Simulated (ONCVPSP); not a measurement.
Pseudopotential generation for Bi

- system: bismuth (Bi, Z = 83), core [Xe] 4f14 5d10, reference valence 6s2 6p2.5 (an ion of charge +0.5), valence charge 5.
- method: ONCV potential, PBE, scalar-relativistic, made with ONCVPSP 4.0.1

The input:
```
# ATOM AND REFERENCE CONFIGURATION
# atsym  z   nc   nv     iexc    psfile
  Bi 83.00   13    2        4      upf
#
#   n    l    f
    1    0    2.00
    2    0    2.00
    2    1    6.00
    3    0    2.00
    3    1    6.00
    3    2   10.00
    4    0    2.00
    4    1    6.00
    4    2   10.00
    4    3   14.00
    5    0    2.00
    5    1    6.00
    5    2   10.00
    6    0    2.00
    6    1    2.50
#
# PSEUDOPOTENTIAL AND OPTIMIZATION
# lmax
    1
#
#   l,   rc,      ep,       ncon, nbas, qcut
    0    1.80    0.00    4    7    3.60
    1    2.20    0.00    4    8    4.00
#
# LOCAL POTENTIAL
# lloc, lpopt,  rc(5),   dvloc0
    4    5    1.35    3.00
#
# VANDERBILT-KLEINMAN-BYLANDER PROJECTORs
# l, nproj, debl
    0    3    0.50
    1    2    3.20
#
# MODEL CORE CHARGE
# icmod, fcfact, rcfact
    0    0.00    0.00
#
# LOG DERIVATIVE ANALYSIS
# epsh1, epsh2, depsh
   -2.00    5.00    0.02
#
# OUTPUT GRID
# rlmax, drl
    6.00    0.01
#
# TEST CONFIGURATIONS
# ncnf
    4
# nvcnf
#   n    l    f
    2
    6    0    2.00
    6    1    3.00
#
    2
    6    0    2.00
    6    1    2.00
#
    2
    6    0    2.00
    6    1    1.00
#
    2
    6    0    1.00
    6    1    0.00
#
```

Hardware: 1 CPU thread, shared host.

Run as:
```bash
oncvpsp.x < Bi.dat > Bi.out
```

Output (extracts):
```
ONCVPSP  (Optimized Norm-Conservinng Vanderbilt PSeudopotential)
scalar-relativistic version 4.0.1

#   n    l    f        energy (Ha)
    1    0    2.00    -3.3328977E+03
    2    0    2.00    -5.9893740E+02
    2    1    6.00    -5.1222454E+02
    3    0    2.00    -1.4468516E+02
    3    1    6.00    -1.1991910E+02
    3    2   10.00    -9.5084828E+01
    4    0    2.00    -3.3320445E+01
    4    1    6.00    -2.5208290E+01
    4    2   10.00    -1.5947357E+01
    4    3   14.00    -5.7505961E+00
    5    0    2.00    -5.9414362E+00
    5    1    6.00    -3.6654900E+00
    5    2   10.00    -1.1375803E+00
    6    0    2.00    -6.6691117E-01
    6    1    2.50    -2.8932189E-01

Reference configufation results
  iterations    23
  all-electron total energy (Ha)   -2.15306570D+04

Begin loop to  construct optimized pseudo wave functions
and semi-local pseudopoentials for all angular momenta

WARNING wellstate: negative energy specified for n= 7 l=  0
WARNING scattering state with energy  0.25000000
WARNING will be used for the first projector

   Wellstate for l =  0  n =  7
     eigenvalue =   0.2500
     asymptotic potential =   0.7500
     half-point radius =  4.5797

   Wellstate for l =  0  n =  8
     eigenvalue =   0.7500
     asymptotic potential =   1.2500
     half-point radius =  5.8640

Calculating optimized projector #   1

 for l=   0

    Fraction of norm inside rc  0.335502
    Optimizing pswf for qcut=   3.60 a_B^-1,  ecut=   6.47 Ha
    Residual kinetic energy error=  1.98D-03 Ha
 ERROR pspot:  first pseudo wave function has node,          program will stop
 ERROR pspot: try changing psp parameters for this l
```

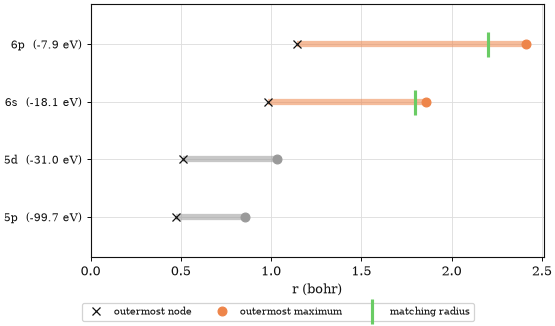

**Figure 1.** Outer shells of the all-electron reference atom: each bar runs from the outermost node (or the nucleus) to the outermost maximum of u(r); the tick is the radius chosen for the pseudo-wave. Shells without a tick have no pseudo-wave of their own. Levels, nodes and maxima are from ld1.x, scalar-relativistic.

- Radii against the shells: 6s: 1.80 bohr, between node and maximum; 6p: 2.20 bohr, between node and maximum.

What the run reported:

```tsv
quantity	value
outcome	ended with an error
```

What went wrong:

The generator stopped with the message “ERROR pspot: first pseudo wave function has node, program will stop”. In words: the optimised pseudo-wave of the first projector has a node, so the radial equation cannot be inverted for a potential. It was at work on the s channel when it stopped.
